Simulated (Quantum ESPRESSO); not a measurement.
# 1T-PtSe2, 1 layer: a series in biaxial strain, part 2 of 7

What law, if any, do the results for 1T-PtSe2, 1 layer follow against biaxial strain?

Quantum ESPRESSO 7.5; plane-wave DFT, PBE, GBRV ultrasoft pseudopotentials.

So far. Step 2 (Relaxing cell and ions of the reference):  The last row is no step: it is a fresh SCF in the final cell with a new plane-wave basis, +0 meV from the row before.

## 3. Relaxing the ions, -4 %

m0.relax.in reads:

```
&control
  prefix = 'm0.relax'
  outdir = './out'
  pseudo_dir = './pseudo'
  nstep = 40
  forc_conv_thr = 0.0003
  calculation = 'relax'
  tstress = .true.
/
&system
  ibrav = 0
  nat = 3
  ntyp = 2
  ecutwfc = 50
  ecutrho = 250
  occupations = 'smearing'
  smearing = 'fd'
  degauss = 0.002
/
&electrons
  conv_thr = 1e-09
  mixing_beta = 0.4
  electron_maxstep = 120
  mixing_mode = 'plain'
/
&ions
/
ATOMIC_SPECIES
  Se  78.9710  se_pbe_v1.uspp.F.UPF
  Pt  195.0840  pt_pbe_v1.4.uspp.F.UPF
CELL_PARAMETERS angstrom
  3.59572344384000 0.00000000000000 0.00000000000000
  -1.79786172192000 3.11398784736000 0.00000000000000
  0.00000000000000 0.00000000000000 17.26771779500000
ATOMIC_POSITIONS crystal
  Se  0.666666666700 0.333333333300 0.424236160800
  Pt  0.000000000000 0.000000000000 0.500000000000
  Se  0.333333333300 0.666666666700 0.575763839200
K_POINTS automatic
  12 12 1 0 0 0
```

Command:

```console
OMP_NUM_THREADS=1 mpirun -n 4 pw.x -nk 4 -in m0.relax.in > m0.relax.out
```

What it wrote:

```text
[banner, memory and clock lines left out]
Program PWSCF v.7.5 starts
[citation notice left out]

[...]
Message from routine setup:
[...]
bravais-lattice index     =            0
     lattice parameter (alat)  =       6.7949  a.u.
     unit-cell volume          =    1304.7723 (a.u.)^3
     number of atoms/cell      =            3
     number of atomic types    =            2
     number of electrons       =        28.00
     number of Kohn-Sham states=           18
     kinetic-energy cutoff     =      50.0000  Ry
     charge density cutoff     =     250.0000  Ry
     scf convergence threshold =      1.0E-09
     mixing beta               =       0.4000
     number of iterations used =            8  plain     mixing
     energy convergence thresh.=      1.0E-04
     force convergence thresh. =      3.0E-04
     Exchange-correlation=  SLA  PW   PBX  PBC
                           (   1   4   3   4   0   0   0)
     nstep                     =           40

[...]
PseudoPot. # 1 for Se read from file:
     ./pseudo/se_pbe_v1.uspp.F.UPF
     Pseudo is Ultrasoft + core correction, Zval =  6.0
     Generated by new atomic code, or converted to UPF format
     Using radial grid of  877 points,  6 beta functions with:
                l(1) =   0
                l(2) =   0
                l(3) =   1
                l(4) =   1
                l(5) =   2
                l(6) =   2
     Q(r) pseudized with  8 coefficients,  rinner =    1.300   1.300   1.300
                                                       1.300   1.300

     PseudoPot. # 2 for Pt read from file:
     ./pseudo/pt_pbe_v1.4.uspp.F.UPF
     Pseudo is Ultrasoft + core correction, Zval = 16.0
     Generated by new atomic code, or converted to UPF format
     Using radial grid of  985 points,  6 beta functions with:
                l(1) =   0
                l(2) =   0
                l(3) =   1
                l(4) =   1
                l(5) =   2
                l(6) =   2
     Q(r) pseudized with  8 coefficients,  rinner =    1.300   1.300   1.300
                                                       1.300   1.300

     atomic species   valence    mass     pseudopotential
     Se                6.00    78.97100     Se( 1.00)
     Pt               16.00   195.08400     Pt( 1.00)

     12 Sym. Ops., with inversion, found

[...]
number of k points=    19  Fermi-Dirac smearing, width (Ry)=  0.0020
[...]
Dense  grid:    87021 G-vectors     FFT dimensions: (  36,  36, 180)

     Smooth grid:    62463 G-vectors     FFT dimensions: (  32,  32, 150)

     Initial potential from superposition of free atoms

     starting charge      27.4998, renormalised to      28.0000

     negative rho (up, down):  1.863E-01 0.000E+00
     Starting wfcs are   20 randomized atomic wfcs

     per-process dynamical memory:    68.7 Mb

     Self-consistent Calculation

     iteration #  1     ecut=    50.00 Ry     beta= 0.40
     Davidson diagonalization with overlap
     ethr =  1.00E-02,  avg # of iterations =  5.1

     negative rho (up, down):  1.745E-01 0.000E+00

     total energy              =    -297.30377178 Ry
     estimated scf accuracy    <       1.83555600 Ry

     iteration #  2     ecut=    50.00 Ry     beta= 0.40
[...]
negative rho (up, down):  1.758E-01 0.000E+00

[...]
total energy              =    -297.80685941 Ry
     estimated scf accuracy    <       1.15254690 Ry

     iteration #  3     ecut=    50.00 Ry     beta= 0.40
[...]
negative rho (up, down):  1.737E-01 0.000E+00

[...]
total energy              =    -297.96933072 Ry
     estimated scf accuracy    <       0.01448021 Ry

     iteration #  4     ecut=    50.00 Ry     beta= 0.40
[...]
negative rho (up, down):  1.727E-01 0.000E+00

[...]
total energy              =    -297.97126495 Ry
     estimated scf accuracy    <       0.00391012 Ry

     iteration #  5     ecut=    50.00 Ry     beta= 0.40
[...]
negative rho (up, down):  1.727E-01 0.000E+00

[...]
total energy              =    -297.97171748 Ry
     estimated scf accuracy    <       0.00055345 Ry

     iteration #  6     ecut=    50.00 Ry     beta= 0.40
[...]
negative rho (up, down):  1.728E-01 0.000E+00

[...]
total energy              =    -297.97187499 Ry
     estimated scf accuracy    <       0.00011128 Ry

     iteration #  7     ecut=    50.00 Ry     beta= 0.40
[...]
negative rho (up, down):  1.728E-01 0.000E+00

[...]
total energy              =    -297.97191643 Ry
     estimated scf accuracy    <       0.00000337 Ry

     iteration #  8     ecut=    50.00 Ry     beta= 0.40
[...]
negative rho (up, down):  1.728E-01 0.000E+00

[...]
total energy              =    -297.97191859 Ry
     estimated scf accuracy    <       0.00000012 Ry

     iteration #  9     ecut=    50.00 Ry     beta= 0.40
[...]
negative rho (up, down):  1.728E-01 0.000E+00

[...]
total energy              =    -297.97191870 Ry
     estimated scf accuracy    <       0.00000004 Ry

     iteration # 10     ecut=    50.00 Ry     beta= 0.40
[...]
negative rho (up, down):  1.728E-01 0.000E+00

[...]
total energy              =    -297.97191872 Ry
     estimated scf accuracy    <          2.4E-09 Ry

     iteration # 11     ecut=    50.00 Ry     beta= 0.40
[...]
negative rho (up, down):  1.728E-01 0.000E+00

[...]
End of self-consistent calculation

          k = 0.0000 0.0000 0.0000 (  7855 PWs)   bands (ev):

   -53.6263 -53.6263 -53.6050 -15.2403 -13.1872  -6.2999  -6.2083  -6.2083
    -3.8555  -3.8555  -2.0285  -1.4650  -0.5519  -0.5519   2.6763   2.6763
     3.9291   4.4755

          k = 0.0000 0.0962 0.0000 (  7827 PWs)   bands (ev):

   -53.6275 -53.6266 -53.6048 -15.1525 -13.1921  -6.2388  -6.2077  -6.1577
    -3.9682  -3.9136  -2.2630  -1.3143  -0.6476  -0.5449   2.0892   2.5358
     4.1278   4.6199

[...]
the Fermi energy is     0.1387 ev

!    total energy              =    -297.97191873 Ry
     estimated scf accuracy    <          1.5E-10 Ry
     smearing contrib. (-TS)   =      -0.00000000 Ry
     internal energy E=F+TS    =    -297.97191873 Ry

     The total energy is F=E-TS. E is the sum of the following terms:
     one-electron contribution =    -912.55342265 Ry
     hartree contribution      =     460.48038185 Ry
     xc contribution           =    -116.43073879 Ry
     ewald contribution        =     270.53186086 Ry

     convergence has been achieved in  11 iterations

     negative rho (up, down):  1.728E-01 0.000E+00

     Forces acting on atoms (cartesian axes, Ry/au):

     atom    1 type  1   force =    -0.00000000    0.00000000   -0.04468598
     atom    2 type  2   force =     0.00000000    0.00000000    0.00000000
     atom    3 type  1   force =     0.00000000    0.00000000    0.04468598

     Total force =     0.063196     Total SCF correction =     0.000020

     Computing stress (Cartesian axis) and pressure

     negative rho (up, down):  1.728E-01 0.000E+00
          total   stress  (Ry/bohr**3)                   (kbar)     P=       38.07
   0.00030398   0.00000000   0.00000000           44.72        0.00        0.00
   0.00000000   0.00030398   0.00000000            0.00       44.72        0.00
   0.00000000   0.00000000   0.00016833            0.00        0.00       24.76

     BFGS Geometry Optimization
     Energy error            =      4.0E-03 Ry
     Gradient error          =      4.5E-02 Ry/Bohr

     number of scf cycles    =   1
     number of bfgs steps    =   0

     energy             new  =    -297.9719187346 Ry

     new trust radius        =       0.0446859801 bohr
     new conv_thr            =       0.0000000010 Ry

ATOMIC_POSITIONS (crystal)
Se               0.6666666667        0.3333333333        0.4228667382
Pt               0.0000000000        0.0000000000        0.5000000000
Se               0.3333333333        0.6666666667        0.5771332618

[...]
NEW-OLD atomic charge density approx. for the potential

     negative rho (up, down):  1.729E-01 0.000E+00

     per-process dynamical memory:    74.6 Mb

[...]
!    total energy              =    -297.97533196 Ry
[...]
Total force =     0.044953     Total SCF correction =     0.000050
[...]
number of bfgs steps    =   1
[...]
energy             new  =    -297.9753319564 Ry
[...]
new trust radius        =       0.0491545781 bohr
[...]
!    total energy              =    -297.97778505 Ry
[...]
Total force =     0.025778     Total SCF correction =     0.000025
[...]
number of bfgs steps    =   2
[...]
energy             new  =    -297.9777850453 Ry
[...]
new trust radius        =       0.0660786831 bohr
[...]
!    total energy              =    -297.97904593 Ry
[...]
Total force =     0.001494     Total SCF correction =     0.000016
[...]
number of bfgs steps    =   3
[...]
energy             new  =    -297.9790459283 Ry
[...]
new trust radius        =       0.0040661227 bohr
[...]
Self-consistent Calculation

     iteration #  1     ecut=    50.00 Ry     beta= 0.40
     Davidson diagonalization with overlap
     ethr =  1.00E-06,  avg # of iterations =  2.0

     Threshold (ethr) on eigenvalues was too large:
     Diagonalizing with lowered threshold

     Davidson diagonalization with overlap
     ethr =  3.78E-09,  avg # of iterations =  5.5

     negative rho (up, down):  1.731E-01 0.000E+00

     total energy              =    -297.97905029 Ry
     estimated scf accuracy    <       0.00000060 Ry

[...]
iteration #  6     ecut=    50.00 Ry     beta= 0.40
[...]
negative rho (up, down):  1.731E-01 0.000E+00

[...]
End of self-consistent calculation

          k = 0.0000 0.0000 0.0000 (  7855 PWs)   bands (ev):

   -53.4648 -53.4109 -53.4109 -14.8257 -13.1810  -6.1153  -5.6546  -5.6546
    -3.5774  -3.5774  -2.1741  -1.5818  -0.4127  -0.4127   2.4310   2.4310
     3.8229   4.5557

          k = 0.0000 0.0962 0.0000 (  7827 PWs)   bands (ev):

   -53.4646 -53.4121 -53.4112 -14.7431 -13.1733  -6.0280  -5.6986  -5.6116
    -3.6875  -3.6288  -2.3580  -1.4414  -0.5596  -0.4059   1.8965   2.3105
     4.0422   4.6645

[...]
the Fermi energy is     0.1728 ev

!    total energy              =    -297.97905039 Ry
     estimated scf accuracy    <          3.5E-11 Ry
     smearing contrib. (-TS)   =      -0.00000000 Ry
     internal energy E=F+TS    =    -297.97905039 Ry

     The total energy is F=E-TS. E is the sum of the following terms:
     one-electron contribution =    -894.53279998 Ry
     hartree contribution      =     451.60715542 Ry
     xc contribution           =    -116.30519754 Ry
     ewald contribution        =     261.25179171 Ry

     convergence has been achieved in   6 iterations

     negative rho (up, down):  1.731E-01 0.000E+00

     Forces acting on atoms (cartesian axes, Ry/au):

     atom    1 type  1   force =     0.00000000    0.00000000   -0.00003923
     atom    2 type  2   force =     0.00000000    0.00000000    0.00000000
     atom    3 type  1   force =     0.00000000    0.00000000    0.00003923

     Total force =     0.000055     Total SCF correction =     0.000009
     SCF correction compared to forces is large: reduce conv_thr to get better values

     Computing stress (Cartesian axis) and pressure

     negative rho (up, down):  1.731E-01 0.000E+00
          total   stress  (Ry/bohr**3)                   (kbar)     P=       15.50
   0.00015841   0.00000000   0.00000000           23.30        0.00        0.00
   0.00000000   0.00015841   0.00000000            0.00       23.30        0.00
  -0.00000000  -0.00000000  -0.00000078           -0.00       -0.00       -0.11

     Energy error            =      4.5E-06 Ry
     Gradient error          =      3.9E-05 Ry/Bohr

     bfgs converged in   5 scf cycles and   4 bfgs steps
     (criteria: energy <  1.0E-04 Ry, force <  3.0E-04 Ry/Bohr)

     End of BFGS Geometry Optimization

     Final energy             =    -297.9790503857 Ry

     File ./out/m0.relax.bfgs deleted, as requested
Begin final coordinates

ATOMIC_POSITIONS (crystal)
Se               0.6666666667        0.3333333333        0.4192107534
Pt               0.0000000000       -0.0000000000        0.5000000000
Se               0.3333333333        0.6666666667        0.5807892466
End final coordinates

[...]
```

Elapsed: 76 s, on 4 MPI ranks of Intel Xeon Platinum 8559C (Emerald Rapids), shared host; peak memory 0.66 GiB; 5 min of CPU time.

Step by step:

| step | energy less that of the first step (eV) | largest force (eV/Å) |
| --- | --- | --- |
| 1 | 0.0000 | 1.1489 |
| 2 | -0.0464 | 0.8173 |
| 3 | -0.0798 | 0.4687 |
| 4 | -0.0970 | 0.0272 |
| 5 | -0.0970 | 0.0010 |

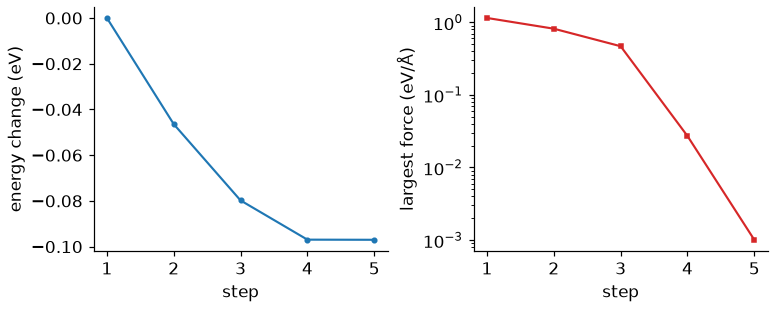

Energy and largest force along the relaxation.

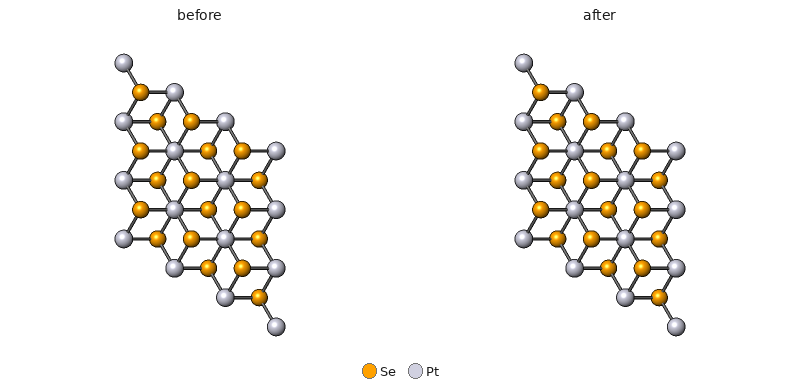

The structure before and after the relaxation, drawn at the same scale.

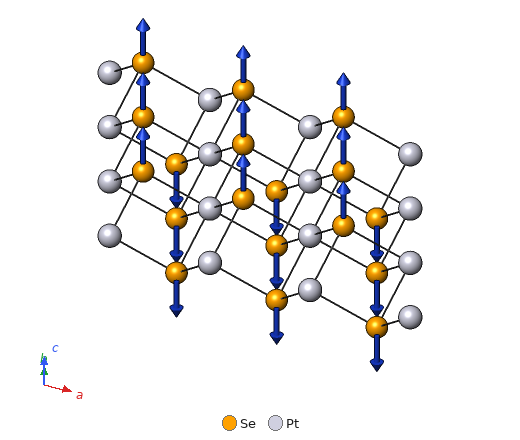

Displacements in the relaxation, exaggerated; the longest in the cell stands for 0.09 Å. 3×3×1 cells are drawn. Some periodic images of atoms are drawn too.

The atoms that moved most (Å):

| atom | dx | dy | dz | length |
| --- | --- | --- | --- | --- |
| Se3 | 0.000 | 0.000 | 0.087 | 0.087 |
| Se1 | 0.000 | 0.000 | -0.087 | 0.087 |

Final coordinates:

```cif
data_structure
_symmetry_space_group_name_H-M 'P 1'
_symmetry_Int_Tables_number 1
_cell_length_a 3.5957
_cell_length_b 3.5957
_cell_length_c 17.2677
_cell_angle_alpha 90.000
_cell_angle_beta 90.000
_cell_angle_gamma 120.000
_cell_volume 193.35
loop_
_atom_site_label
_atom_site_type_symbol
_atom_site_fract_x
_atom_site_fract_y
_atom_site_fract_z
_atom_site_occupancy
Se1 Se 0.66667 0.33333 0.41921 1
Pt2 Pt 0.00000 0.00000 0.50000 1
Se3 Se 0.33333 0.66667 0.58079 1
```

The relaxation lowers the energy by 32 meV an atom.

This step gave:

- free energy: -4054.2115 eV
- Fermi energy: 0.1728 eV

(Continued in part 3 of 7.)

[Logs are printed without paths, hosts, clocks, repeated set-up lines and the standing remarks that a program may print on its own settings, such as how far it seeks lower states.]

[Hosts, paths, dates, database ids (printed as entryN), source tags and the programs' standing remarks are cut or masked in the printed files.]

[Maps of the electrostatic potential energy from Ansatz leave out the sawtooth potential of an applied field or a dipole correction, so their vacuum need not be flat; planar profiles and work functions include it.]
